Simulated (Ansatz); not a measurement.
# What BeH2 (model cell, started as fluorite) distorts into

Wanted: the energy along a soft mode of BeH2 (model cell, started as fluorite) and the structure at the end.

Main program and level: Ansatz 0.2.0; DFT PBEsol, scalar-relativistic, plane waves, PAW.

The structure was built from a prototype and need not be the compound's stable phase.

**1. The starting structure**

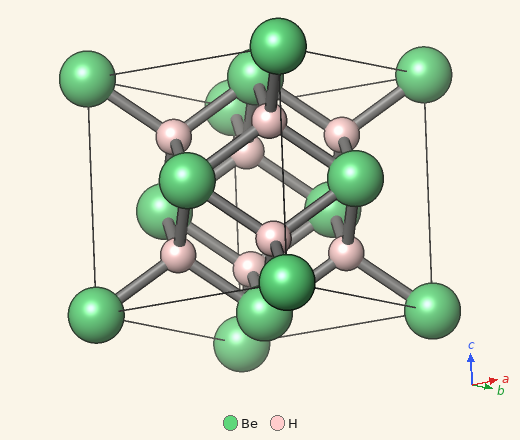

The cell as given, from a free direction (beryllium green, hydrogen pink). This picture shows the conventional cell, with its axes. Some periodic images of atoms are drawn too.

Coordinates:

```cif
data_structure
_symmetry_space_group_name_H-M 'Fm-3m'
_symmetry_Int_Tables_number 225
_cell_length_a 3.9388
_cell_length_b 3.9388
_cell_length_c 3.9388
_cell_angle_alpha 90.000
_cell_angle_beta 90.000
_cell_angle_gamma 90.000
_cell_volume 61.11
loop_
_atom_site_label
_atom_site_type_symbol
_atom_site_symmetry_multiplicity
_atom_site_Wyckoff_symbol
_atom_site_fract_x
_atom_site_fract_y
_atom_site_fract_z
_atom_site_occupancy
Be1 Be 4 a 0.00000 0.00000 0.00000 1
H1 H 8 c 0.25000 0.75000 0.75000 1
```

**2. Response at finite wavevector**

The cell comes from relaxations at this level that are not shown. Stability and thermal properties need the whole zone. Linear response on a 4×4×4 q mesh gives force constants as far as a supercell of that size would.

File input.yaml:

```yaml
crystal:
  lattice:
    - [0.0, 1.9694231691, 1.9694231691]
    - [1.9694231691, 0.0, 1.9694231691]
    - [1.9694231691, 1.9694231691, 0.0]
  atoms:
    - { symbol: Be, position: [0.0, 0.0, 0.0] }
    - { symbol: H, position: [0.25, 0.25, 0.25] }
    - { symbol: H, position: [0.75, 0.75, 0.75] }
kpoints:
  mp_grid: { grid: [16, 16, 16] }
hamiltonian:
  xc: pbesol
scf:
  occupations: { method: methfessel_paxton, width: 0.15 }
output:
  eigenvalues: true
phonons:
  method: dfpt
  qmesh: [4, 4, 4]
  temperatures: { t_max: 1000, t_step: 50 }
  qpath:
    path:
      - [[0.0, 0.0, 0.0], [0.5, 0.0, 0.5], [0.625, 0.25, 0.625]]
      - [[0.375, 0.375, 0.75], [0.0, 0.0, 0.0], [0.5, 0.5, 0.5], [0.5, 0.25, 0.75], [0.5, 0.0, 0.5]]
    npoints: 10
```

On the command line:

```
$ ansatz run input.yaml --threads 4 --pin off --max-ram 7168MiB --backend cpu --events-out ev --progress --plain --runs-dir out
```

Numbers of over 12 decimals in the logs are rounded to 6 here.

Output:

```text
Warning: phonons: the dynamical matrix that this run interpolates holds no multipole term above the dipole-dipole one, and a site of this crystal is no centre of inversion, so its interpolated transverse optical and acoustic branches and sound speeds can stay off near Gamma, and the density of states and the thermodynamics with them. What a run solves at a wave vector of phonons.qpoints, Gamma apart, where the deck admits one, is free of this, and under fd what a larger phonons.supercell samples
Engine: ansatz 0.2.0, aarch64-unknown-linux-gnu
Pseudopotentials: kind: paw
Pseudopotential: Be, paw, valence charge 2, recommended cutoff 420 eV (normal), Be.paw.azcp
Pseudopotential: H, paw, valence charge 1, recommended cutoff 420 eV (normal), H.paw.azcp
Functional definition: PBEsol
  exchange = pbesol_x
  correlation = pbesol_c
Crystal: 3 atoms, lattice volume = 15.277 Å³
Basis set: ecut = 420 eV, 307 PW (Γ), exchange–correlation on 40×40×40 points (8 copies of the dense FFT grid, shifted against one another)
Bands: 6, of which v1, the nominal top of the filled ones, is band 2 counted from 1 (1 counted from 0)
Symmetry: 48 space group operations
k-points: 145 of 4096
Non-local potential: Be, projectors of the file, l = 0: 2, l = 1: 2, l = 2: 1
Non-local potential: H, projectors of the file, l = 0: 2, l = 1: 1
PAW form: soft (Blöchl's): semilocal exchange-correlation on the pseudo side does not see the compensation charge
PAW frozen core: Be, regenerated for the run's functional, and the local potential with it (the file was generated under x = pbe(κ = 0.804, μ = 0.219515), c = pbe(β = 0.066725))
PAW one-centre angular grid: Be, 110 points (default); XC on 64 Gauss nodes
PAW one-centre angular grid: H, 110 points (default); XC on 64 Gauss nodes
Initial density: superposition of atomic densities (neutral atoms: chi_scale 0, normalization atom), corrected by the library's trained network
Initial wavefunctions: pseudopotential atomic-orbital guess
Functional: x = pbesol(κ = 0.804, μ = 0.123457), c = pbesol(β = 0.046)
SCF iter   1: F=—  HF=-120.454554 eV  |F-HF|=—  |Δ(HF+E_count)|=         —  Δρ=6.58e-3  dr2=4.74e-3  ethr=1.77e-3  ⟨swp⟩=5.0  Hψ=7471  notcnv=0
preconditioner: auto → none  [metal: Δε(μ)=0.015 eV  Ē_g=14.024 eV  σ=0.150 eV  W_gap=0.08  n_scr=0 (ndim 8)  ℏωp=19.0 eV  f_vac=0.000  D(μ)=0.46/eV (n_scr^D=0)]
SCF iter   2: F=—  HF=-120.454331 eV  |F-HF|=—  |Δ(HF+E_count)|=   2.23e-4  S|Δr|=    0.00e0  Δρ=2.79e-3  dr2=9.27e-4  ethr=1.19e-4  ⟨swp⟩=1.0  Hψ=2030  notcnv=0
SCF iter   3: F=—  HF=-120.454303 eV  |F-HF|=—  |Δ(HF+E_count)|=   2.76e-5  S|Δr|=    0.00e0  Δρ=1.03e-4  dr2=1.25e-6  ethr=2.32e-5  ⟨swp⟩=1.0  Hψ=852  notcnv=0
SCF iter   4: F=—  HF=-120.454303 eV  |F-HF|=—  |Δ(HF+E_count)|=   3.30e-7  S|Δr|=    0.00e0  Δρ=1.48e-5  dr2=2.78e-8  ethr=3.12e-8  ⟨swp⟩=2.1  Hψ=1123  notcnv=0
SCF iter   5: F=—  HF=-120.454303 eV  |F-HF|=—  |Δ(HF+E_count)|=   1.05e-7  S|Δr|=    0.00e0  Δρ=3.18e-6  dr2=8.16e-10  ethr=6.94e-10  ⟨swp⟩=2.0  Hψ=1136  notcnv=0
SCF iter   6: F=-120.454303 eV  HF=-120.454303 eV  |F-HF|=1.82e-12  |Δ(HF+E_count)|=  2.14e-10  S|Δr|=    0.00e0  Δρ=3.31e-7  dr2=7.92e-12  ethr=1.00e-12  ⟨swp⟩=4.3  Hψ=3247  notcnv=0
SCF 1 converged in 6 iterations: F = -120.454303 eV  dr2 = 7.92e-12
  greatest PAW one-centre occupation: 0.341 electrons in one spin orbital (limit 2), on the H atom at site 2 (counted from 0), in its partial waves of l = 0
Initial density: read from a saved state, or passed on in memory by an earlier SCF of this step, an earlier step, the calling program or the single point that the run made first
iter 1 solved again at ethr=6.23e-9 eV; its pass at ethr=3.10e-3 eV (dr2=2.49e-7 eV) is discarded
SCF iter   1: F=—  HF=-120.454303 eV  |F-HF|=—  |Δ(HF+E_count)|=         —  Δρ=2.58e-7  dr2=4.27e-12  ethr=6.23e-9  ⟨swp⟩=3.1  Hψ=10107  notcnv=0
eigensolver tolerance schedule: the retry pair's looser diagonalisation over-reported the residual by 58306.44 of it (diagonalisation noise at 0.13 of the residual, at the tolerance the schedule requests for it); recorded, not acted on — ethr = c·dr2/N_el stays at c = 1.0e-1
preconditioner: auto → none  [metal: Δε(μ)=0.015 eV  Ē_g=14.027 eV  σ=0.150 eV  W_gap=0.08  n_scr=0 (ndim 8)  ℏωp=19.0 eV  f_vac=0.000  D(μ)=0.46/eV (n_scr^D=0)]
SCF iter   2: F=-120.454303 eV  HF=-120.454303 eV  |F-HF|=5.40e-13  |Δ(HF+E_count)|=   1.33e-8  S|Δr|=    0.00e0  Δρ=1.79e-7  dr2=2.42e-12  ethr=1.00e-12  ⟨swp⟩=3.6  Hψ=3271  notcnv=0
SCF 2 converged in 2 iterations: F = -120.454303 eV  dr2 = 2.42e-12
phonons: the bands overlap, so this run is a metal and interpolates without the dipole-dipole term. If the crystal is really an insulator or semiconductor, its LO-TO splitting is missing
NSCF: frozen V_eff on 145 k-points
NSCF: frozen V_eff on 349 k-points
DFPT response loops at q = (0, 0, 0) (fractional): preconditioner auto → Kerker (q_TF=auto, 2.182 Å⁻¹) (partly filled bands, converged f_vac=0.000); β = 1.00, the filter's whole step (`scf.mixing.beta` (0.50) is not read by the response loops under this deck's `scf.mixing.preconditioner`; to damp them name `kerker` or `kerker_dos`, under which they read `scf.mixing.beta`, and type it under 1.00, their step now; both keys bind the ground state too); Broyden in place of MSR1
NSCF: frozen V_eff on 4352 k-points
DFPT response loops at q = (0, 0, 0.25) (fractional): mixed as the last ones told, above
NSCF: frozen V_eff on 2196 k-points
DFPT response loops at q = (0, 0, -0.5) (fractional): mixed as the last ones told, above
NSCF: frozen V_eff on 2320 k-points
DFPT response loops at q = (0, 0.25, 0.25) (fractional): mixed as the last ones told, above
NSCF: frozen V_eff on 8192 k-points
DFPT response loops at q = (0, 0.25, -0.5) (fractional): mixed as the last ones told, above
NSCF: frozen V_eff on 4352 k-points
DFPT response loops at q = (0, 0.25, -0.25) (fractional): mixed as the last ones told, above
NSCF: frozen V_eff on 1242 k-points
DFPT response loops at q = (0, -0.5, -0.5) (fractional): mixed as the last ones told, above
NSCF: frozen V_eff on 2320 k-points
DFPT response loops at q = (0.25, -0.5, -0.25) (fractional): mixed as the last ones told, above
SCF converged after 6 iterations
Stability not checked: this state was not tested for a lower state beside it, because cold or Methfessel-Paxton smearing, or corrected tetrahedra, fill the levels in a way that the test cannot read (fill_not_monotonic; see scf.lower_state_search)
Free energy (F): -120.454303 eV
Harris-Foulkes:  -120.454303 eV  (|F-HF|=1.82e-12)
Internal energy: -120.453699 eV  (E = F + TS)
E sigma→0 (E₀):  -120.454152 eV
Entropy (-TS):   -0.000604 eV (-0.201 meV/atom)
Fermi energy:    6.235849 eV
--- Per-component energies (eV) ---
  E_band       = -1.975212
  E_kinetic    = 47.721990
  E_local      = -17.127334  (includes V_loc(G=0)·N_el)
  E_nonlocal   = 6.714674
  E_hartree    = 3.593893
  E_xc         = -37.466956
  E_vxc        = -44.164159  (∫ρ·V_xc dr)
  E_paw        = -57.902434  (= ΣΔE_a)
  E_vpaw       = -2.305879  (= ΣTr[D̂ρ^β])
  E_aug_tail   = -0.002280  (compensation charges beyond the density's cutoff)
  E_ewald      = -65.994782
  E_core_change = 0.009531  (= ΣΔE_core)
  E_smearing   = -0.000604  (= −TS)
  E_closure    = -0.000000  (closes the sum)
  Σ components = -120.454303   (vs F -120.454303, Δ=0.00e0)
--- Band table (eV; the first three rows and the last of 145) ---
  k-point 0: bands = ["-7.7872", "10.3915", "15.7114", "15.7114", "15.7114", "21.2468"]
  k-point 1: bands = ["-7.6943", "10.0834", "15.1108", "15.5475", "15.5475", "21.5241"]
  k-point 2: bands = ["-7.4150", "9.0459", "14.3618", "15.1554", "15.1554", "22.1616"]
  k-point 144: bands = ["0.0460", "0.0460", "6.0352", "7.4231", "18.2996", "18.2996"]
--- Phonons (Γ-DFPT): 2 representative perturbations + reference (Σ response iterations 7) ---
  ASR residual: 1.502e-4 → 0.000e0 eV/Å²; symmetrization residual: 2.621e-8 eV/Å²
  ASR residual per site (eV/Å²): 1.53e-5 1.50e-4 1.50e-4
  Γ frequencies (cm⁻¹): 0.00 0.00 0.00 444.89 444.89 444.89 1218.36 1218.36 1218.36
--- Phonons (arbitrary-q DFPT): 8 irreducible q on the 4×4×4 mesh ---
  q = [0.0000, 0.0000, 0.0000] (star 1, of the zone-centre solve; hermiticity 1.72e-8, symmetrization 8.84e-15): -0.00 -0.00 0.00 444.89 444.89 444.89 1218.36 1218.36 1218.36
  q = [0.0000, 0.0000, 0.2500] (star 8, 2 solved perturbations on 2176 of 4096 k-point pairs; hermiticity 4.70e-9, symmetrization 1.22e-14): -70.36 -70.36 200.25 643.63 694.32 694.32 1115.19 1128.39 1128.39
  q = [0.0000, 0.0000, -0.5000] (star 4, 2 solved perturbations on 1098 of 4096 k-point pairs; hermiticity 7.29e-7, symmetrization 7.47e-7): 50.76 50.76 206.05 830.27 937.78 1016.50 1016.50 1022.73 1022.73
  q = [0.0000, 0.2500, 0.2500] (star 6, 4 solved perturbations in 3616 linear systems a pass and spin channel, the states on 1160 of 4096 k-point pairs; hermiticity 9.06e-9, symmetrization 5.88e-15): -341.53 -341.53 27.96 27.96 339.65 658.83 1158.33 1230.81 1230.81
  q = [0.0000, 0.2500, -0.5000] (star 24, 4 solved perturbations in 12544 linear systems a pass and spin channel, the states on 4096 of 4096 k-point pairs; hermiticity 5.92e-9, symmetrization 4.07e-10): -735.47 -393.70 -154.26 130.48 471.72 490.80 1214.86 1235.13 1293.25
  q = [0.0000, 0.2500, -0.2500] (star 12, 4 solved perturbations in 6672 linear systems a pass and spin channel, the states on 2176 of 4096 k-point pairs; hermiticity 5.26e-9, symmetrization 7.49e-15): -884.54 -164.93 -83.72 143.12 748.22 832.77 1004.29 1090.77 1286.36
  q = [0.0000, -0.5000, -0.5000] (star 3, 4 solved perturbations in 1940 linear systems a pass and spin channel, the states on 621 of 4096 k-point pairs; hermiticity 5.55e-10, symmetrization 3.99e-11): -1502.13 -774.51 -774.51 -207.46 -207.46 474.07 1321.68 1321.68 1356.75
  q = [0.2500, -0.5000, -0.2500] (star 6, 4 solved perturbations in 3498 linear systems a pass and spin channel, the states on 1160 of 4096 k-point pairs; hermiticity 6.97e-8, symmetrization 3.48e-8): -915.39 -863.27 -236.90 265.84 265.84 989.68 989.68 1353.12 1369.01
  sum rule: each row above includes the acoustic sum rule's correction from the zone centre's row sums; it moved no ω² by more than (6.37 cm⁻¹)²
  mesh force constants: q→R imaginary residual 1.70e-17; ASR residual 1.502e-4 → 0.000e0 eV/Å²; symmetrization residual 2.220e-15 eV/Å²
  interpolated dispersion: 62 rows × 9 modes
  density of states and harmonic sums: on the 28×28×28 q-mesh, interpolated from the force constants of a 4×4×4 supercell (no non-analytic term)
  largest difference from the sums on the solved wave vectors: F 6.94e-2 eV, S 9.71e-5 and C_V 2.75e-5 eV/K
  zero-point energy: 0.312536 eV/cell   skipped modes (ω ≤ 0): 1856, of them read as no rigid motion or as one in doubt: 1853 (3.008e0 modes/cell left out, lowest -1502.13 cm⁻¹)   left out of the sums: 3.34e-1 of the cell's modes: C_V's classical limit lies that fraction below 3 k_B per atom; for a crystal, a wire or a layer, F and S can be off by more, and a phonons.interpolated_qmesh denser along its periods is the remedy for the sampling
```

Run time: 44 s. Hardware: 4 threads of Arm Neoverse V2, shared host; peak memory 1.1 GiB.

In the SCF lines HF is the Harris–Foulkes energy and dr2 the Hartree energy of the density residual, in eV; the loop may stop once dr2 is under the threshold and the program's other checks hold. Hψ counts applications of the Hamiltonian.

Numbers from this step:

```yaml
volume_per_atom: 5.092 Å³
gap_on_the_k_mesh: 0 eV
sum_rule_residual_before_enforcement: 1.50e-4 eV/Å²
lowest_frequency_on_the_path: -1502 cm⁻¹
point_group: m-3m
highest_frequency_on_the_path_or_at_a_solved_wavevector: 1369 cm⁻¹
highest_optical_mode_at_the_zone_centre_no_lo_to_term: 1218 cm⁻¹
lowest_optical_zone_centre_mode: 444.9 cm⁻¹
lowest_mode_on_the_q_mesh_acoustic_modes_at_gamma_apart: -1502 cm⁻¹
```

Frequencies (cm⁻¹) solved at each irreducible wavevector; negative means imaginary. Frequencies by wavevector, by row:

| q in reciprocal lattice units | star | mode 1 | mode 2 | mode 3 | mode 4 | mode 5 | mode 6 | mode 7 | mode 8 | mode 9 |
| --- | --- | --- | --- | --- | --- | --- | --- | --- | --- | --- |
| 0 0 0 | 1 | 0 | 0 | 0 | 444.9 | 444.9 | 444.9 | 1218 | 1218 | 1218 |
| 0 0 0.25 | 8 | -70.4 | -70.4 | 200.2 | 643.6 | 694.3 | 694.3 | 1115 | 1128 | 1128 |
| 0 0 -0.5 | 4 | 50.8 | 50.8 | 206.1 | 830.3 | 937.8 | 1016 | 1016 | 1023 | 1023 |
| 0 0.25 0.25 | 6 | -341.5 | -341.5 | 28 | 28 | 339.6 | 658.8 | 1158 | 1231 | 1231 |
| 0 0.25 -0.5 | 24 | -735.5 | -393.7 | -154.3 | 130.5 | 471.7 | 490.8 | 1215 | 1235 | 1293 |
| 0 0.25 -0.25 | 12 | -884.5 | -164.9 | -83.7 | 143.1 | 748.2 | 832.8 | 1004 | 1091 | 1286 |
| 0 -0.5 -0.5 | 3 | -1502 | -774.5 | -774.5 | -207.5 | -207.5 | 474.1 | 1322 | 1322 | 1357 |
| 0.25 -0.5 -0.25 | 6 | -915.4 | -863.3 | -236.9 | 265.8 | 265.8 | 989.7 | 989.7 | 1353 | 1369 |

Interpolated from a 4×4×4 q mesh. The phonon branches at the labelled points (cm⁻¹):

| point | branch 1 | branch 2 | branch 3 | branch 4 | branch 5 | branch 6 | branch 7 | branch 8 | branch 9 |
| --- | --- | --- | --- | --- | --- | --- | --- | --- | --- |
| Γ | 0 | 0 | 0 | 445 | 445 | 445 | 1218 | 1218 | 1218 |
| X | -1502 | -774 | -774 | -208 | -208 | 474 | 1322 | 1322 | 1357 |
| U | -1119 | -533 | -151 | -132 | 399 | 476 | 1253 | 1282 | 1354 |
| jump to K | -1119 | -533 | -151 | -132 | 399 | 476 | 1253 | 1282 | 1354 |
| Γ | 0 | 0 | 0 | 445 | 445 | 445 | 1218 | 1218 | 1218 |
| L | 51 | 51 | 206 | 830 | 938 | 1016 | 1016 | 1023 | 1023 |
| W | -915 | -863 | -237 | 266 | 266 | 990 | 990 | 1353 | 1369 |
| X | -1502 | -774 | -774 | -208 | -208 | 474 | 1322 | 1322 | 1357 |

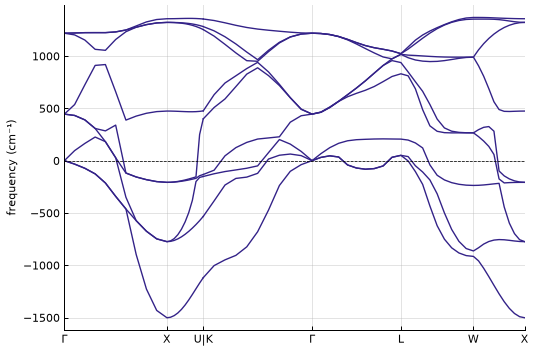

Phonon branches along the path.

Symmetry leaves 8 wavevectors to solve. The lowest mode among them, the acoustic zeros apart, lies at q = (0, -0.5, -0.5) and is imaginary, 1502.1i cm⁻¹, so the energy falls along it.

**3. The mode frozen in, largest atomic shift 0 Å**

The mode followed lies at q = (0.25, -0.5, -0.25) with frequency 915.4i cm⁻¹, one of the unstable modes though not the softest. At small amplitude the distorted cell has space group no. 142 by a symmetry search on the positions. The undistorted cell that holds it gives the zero of energy on the same k mesh.

System of this step: BeH2 (model cell, started as fluorite). The structure is cubic, space group Fm-3m (No. 225). The conventional cell has a = 3.939 Å, b = 3.939 Å, c = 3.939 Å, α = 90.00°, β = 90.00°, γ = 90.00°. Be has 8 H at 1.71 Å nearest. Nearest to H lie 4 Be at 1.71 Å. Farther neighbours are not listed.

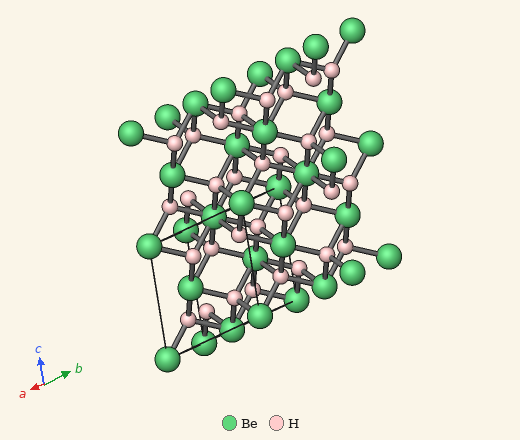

The cell of this step (beryllium green, hydrogen pink). 1×2×2 cells are drawn. Some periodic images of atoms are drawn too.

File input.yaml:

```yaml
crystal:
  lattice:
    - [0.0, 0.0, -3.9388463383]
    - [3.9388463383, 0.0, 0.0]
    - [1.9694231691, -3.9388463383, -1.9694231691]
  atoms:
    - { symbol: Be, position: [0.0, 0.0, 0.0] }
    - { symbol: Be, position: [0.5, 0.5, 0.0] }
    - { symbol: Be, position: [0.75, 0.25, 0.5] }
    - { symbol: Be, position: [0.25, 0.75, 0.5] }
    - { symbol: H, position: [0.625, 0.625, 0.25] }
    - { symbol: H, position: [0.125, 0.125, 0.25] }
    - { symbol: H, position: [0.375, 0.875, 0.75] }
    - { symbol: H, position: [0.875, 0.375, 0.75] }
    - { symbol: H, position: [0.375, 0.375, 0.75] }
    - { symbol: H, position: [0.875, 0.875, 0.75] }
    - { symbol: H, position: [0.125, 0.625, 0.25] }
    - { symbol: H, position: [0.625, 0.125, 0.25] }
kpoints:
  mp_grid: { grid: [10, 10, 10] }
hamiltonian:
  xc: pbesol
scf:
  occupations: { method: methfessel_paxton, width: 0.15 }
output:
  forces: true
  stress: true
  eigenvalues: true
```

Output:

```text
[...]
Crystal: 12 atoms, lattice volume = 61.109 Å³
Basis set: ecut = 420 eV, 1225 PW (Γ), exchange–correlation on 54×54×72 points (8 copies of the dense FFT grid, shifted against one another)
Bands: 20, of which v1, the nominal top of the filled ones, is band 8 counted from 1 (7 counted from 0)
Symmetry: 64 space group operations
[...]
k-points: 102 of 1000
[...]
k-point 0: bands = [... 4 lower, 0.0383, 0.0383, 5.1137, 5.1963, 6.0326, 6.0326, 7.4213, 7.4213, ... 8 higher]
  k-point 1: bands = [... 4 lower, 1.0092, 1.0092, 5.1960, 5.6653, 5.8914, 5.8914, 7.6434, 7.6434, ... 8 higher]
  k-point 2: bands = [... 4 lower, 2.1264, 2.1264, 5.4419, 5.6278, 5.6278, 6.8884, 8.1326, 8.1326, ... 8 higher]
  k-point 101: bands = [... 4 lower, 0.1286, 0.1286, 1.0754, 1.0754, 10.1829, 10.1829, 11.6824, 11.6824, ... 8 higher]
[key lines of the parts left out:]
SCF converged after 6 iterations
Free energy (F): -481.816493 eV
Fermi energy:    6.265638 eV
P = ⅓ Tr σ = -0.1098 GPa (-1.098 kbar)
```

The job ended after 1.5 s (4 threads; peak memory 0.39 GiB).

Numbers from this step:

* pressure: -0.1098 GPa
* energy from the undistorted cell: 0 meV/atom

The run ends at a pressure of -0.11 GPa.

**4. The mode frozen in, largest atomic shift 0.45 Å**

The atoms are moved along the unstable eigenvector, the largest shift by 0.45 Å, with the cell fixed.

File input.yaml:

```yaml
crystal:
  lattice:
    - [0.0, 0.0, -3.9388463383]
    - [3.9388463383, 0.0, 0.0]
    - [1.9694231691, -3.9388463383, -1.9694231691]
  atoms:
    - { symbol: Be, position: [0.0, 0.0, 0.0] }
    - { symbol: Be, position: [0.5, 0.5, 0.0] }
    - { symbol: Be, position: [0.75, 0.25, 0.5] }
    - { symbol: Be, position: [0.25, 0.75, 0.5] }
    - { symbol: H, position: [0.625, 0.7392466503, 0.25] }
    - { symbol: H, position: [0.125, 0.0107533497, 0.25] }
    - { symbol: H, position: [0.4892466503, 0.875, 0.75] }
    - { symbol: H, position: [0.7607533497, 0.375, 0.75] }
    - { symbol: H, position: [0.2607533497, 0.375, 0.75] }
    - { symbol: H, position: [0.9892466503, 0.875, 0.75] }
    - { symbol: H, position: [0.125, 0.5107533497, 0.25] }
    - { symbol: H, position: [0.625, 0.2392466503, 0.25] }
kpoints:
  mp_grid: { grid: [10, 10, 10] }
hamiltonian:
  xc: pbesol
scf:
  occupations: { method: methfessel_paxton, width: 0.15 }
output:
  forces: true
  stress: true
  eigenvalues: true
```

Output:

```text
[...]
Crystal: 12 atoms, lattice volume = 61.109 Å³
Basis set: ecut = 420 eV, 1225 PW (Γ), exchange–correlation on 54×54×72 points (8 copies of the dense FFT grid, shifted against one another)
Bands: 20, of which v1, the nominal top of the filled ones, is band 8 counted from 1 (7 counted from 0)
Symmetry: 16 space group operations
[...]
k-points: 102 of 1000
[...]
k-point 0: bands = [... 4 lower, 1.0942, 1.0942, 2.4531, 2.7831, 5.2975, 5.9990, 7.4545, 8.3773, ... 5 higher]
  k-point 1: bands = [... 4 lower, 1.6195, 1.6195, 2.4384, 2.7415, 5.7414, 6.1148, 7.5178, 8.4612, ... 5 higher]
  k-point 2: bands = [... 4 lower, 2.4016, 2.5897, 2.5897, 2.6389, 6.4303, 6.9089, 7.6770, 8.7067, ... 5 higher]
  k-point 101: bands = [... 4 lower, 0.0297, 0.0297, 0.8746, 0.8746, 9.9345, 9.9345, 11.1001, 11.1001, ... 5 higher]
[key lines of the parts left out:]
SCF converged after 5 iterations
Free energy (F): -483.054514 eV
Fermi energy:    5.258584 eV
P = ⅓ Tr σ = 9.6119 GPa (96.119 kbar)
```

Run time: 1.3 s. Hardware: 4 threads; peak memory 0.39 GiB.

This step gave:

```yaml
pressure: 9.612 GPa
gap_on_the_k_mesh: 0.1418 eV
energy_from_the_undistorted_cell: -103.2 meV/atom
```

The energy, extrapolated to zero smearing, is -103.20 meV/atom against the undistorted cell.

The run ends at a pressure of 9.61 GPa, with forces up to 0.063 eV/Å.

[end of part 1 of 2]

[Logs are printed without paths, hosts, clocks, repeated set-up lines and the standing remarks that a program may print on its own settings, such as how far it seeks lower states.]

[Hosts, paths, dates, database ids (printed as entryN), source tags and the programs' standing remarks are cut or masked in the printed files.]
